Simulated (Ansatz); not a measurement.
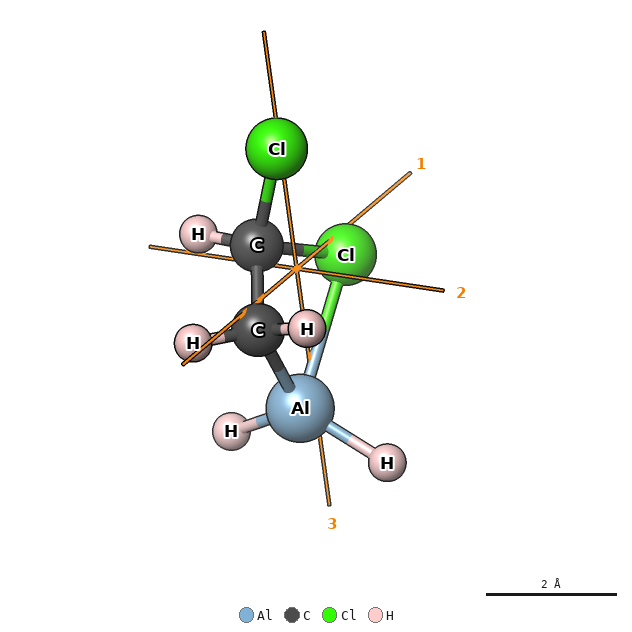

The three principal axes of inertia are drawn and numbered. Atoms fade into the background with distance from the viewer. Computed geometry: PBE-D4/def2-SVP optimisation. No frequency run is at hand to confirm it as a minimum. Masses are those of the most abundant isotopes; constants are for the rigid equilibrium geometry.

Which line is the a axis (least moment of inertia), which b and which c?

a is line 3, b is line 1, c is line 2; the moments are 115, 331, 424 u Å².

Classify the rotor and give the rotational constants (MHz).

An asymmetric top (C1): A = 4406, B = 1526, C = 1192 MHz. Ray's parameter κ is −0.79, nearer the prolate limit.
